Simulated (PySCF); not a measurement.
# C5H10F2OSi (SMILES FC(F)[C@H]1C[SiH2]CCO1): what the fields show

```xyz
19

F     2.8869    1.4739    0.6185
C     1.8390    0.9944    1.3265
F     2.2559   -0.1039    1.9878
C     0.7038    0.6553    0.3741
C     1.0711   -0.4864   -0.5718
Si   -0.4335   -0.9706   -1.6004
C    -1.8497   -0.8615   -0.3558
C    -1.6492    0.3586    0.5433
O    -0.4001    0.3721    1.1908
H     1.5256    1.7497    2.0676
H     0.5146    1.5814   -0.2104
H     1.3804   -1.3507    0.0386
H     1.9310   -0.1976   -1.1954
H    -0.2976   -2.3325   -2.2000
H    -0.6465    0.0221   -2.7025
H    -1.8517   -1.7728    0.2657
H    -2.8306   -0.8067   -0.8550
H    -1.7784    1.2921   -0.0438
H    -2.4004    0.3783    1.3479
```

Geometry: PBE0-D3(BJ)/def2-SVP.

Method: PBE0/pcSseg-1, SCF density, gas phase, non-relativistic in PySCF.

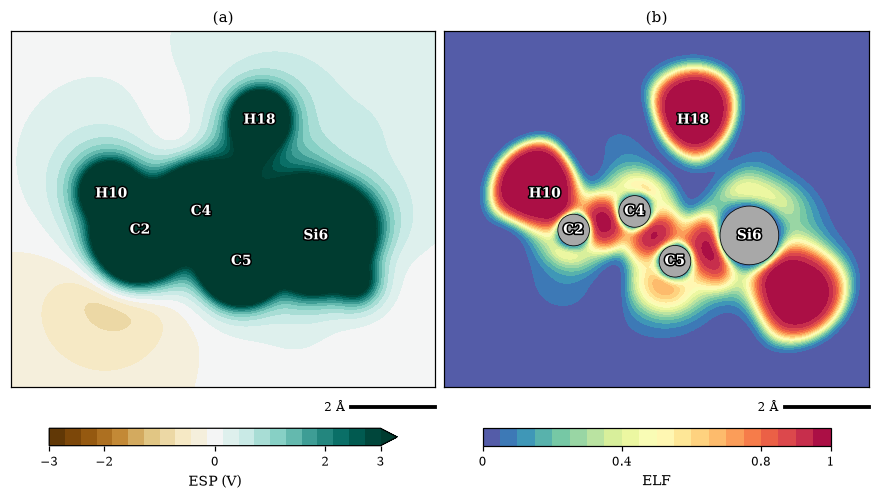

Figure 1. (a) electrostatic potential; (b) ELF on the plane of atoms C2, C4 and C5. Grey discs cover the atomic cores in the ELF map.

Interpret the plot.

Answer. The plane passes through C, Si and H nuclei.
C–C (1.52 Å): the ELF peaks at about 1 between the atoms, as expected for localised, covalent bonding.
C–Si (1.89 Å): the ELF peaks at about 0.95 between the atoms: a shared electron pair.
C–H (1.10 Å): the ELF climbs to about 1 towards the hydrogen, as it does in any bond to H; a covalent bond by its length.
Outside the dense part of the molecule the potential is most negative (−0.8 V) near F3, which lies off the plane.

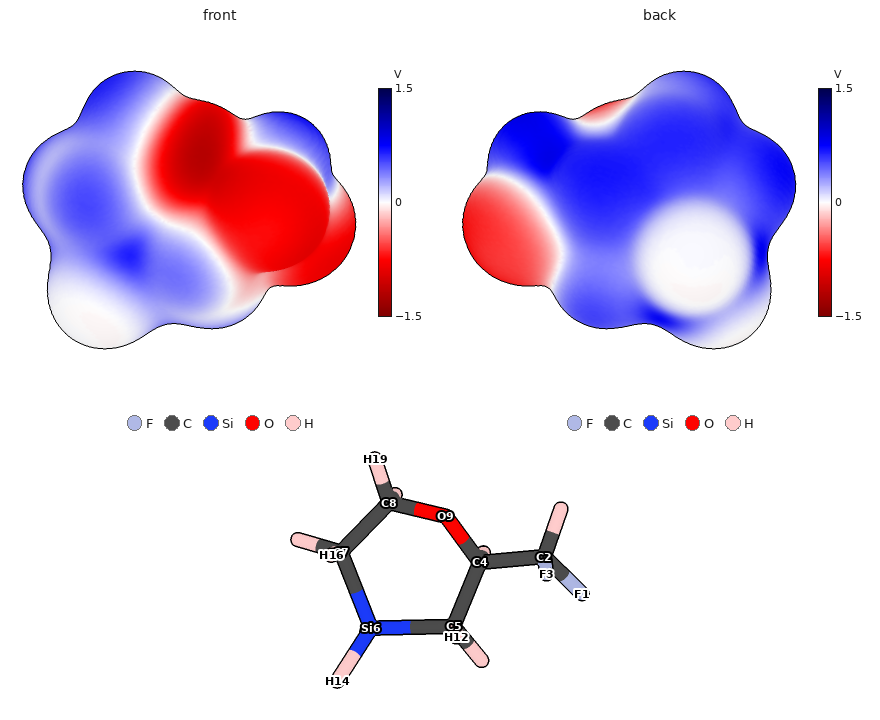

Figure 2. The molecular electrostatic potential painted on the density surface at 0.001 e/bohr³, seen from the front and from behind; the colour scale runs from red (negative) to blue (positive). The bare structure is drawn below in the same view.

Where is the surface potential most negative and most positive?

Answer. The most negative region (about −1.1 V) lies over O9, the most positive (about +0.8 V) over C2, Si6 and H10. O9 is the likeliest acceptor of a hydrogen bond.

How polar is the molecule by this calculation?

Answer. Its dipole moment is 2.42 D.
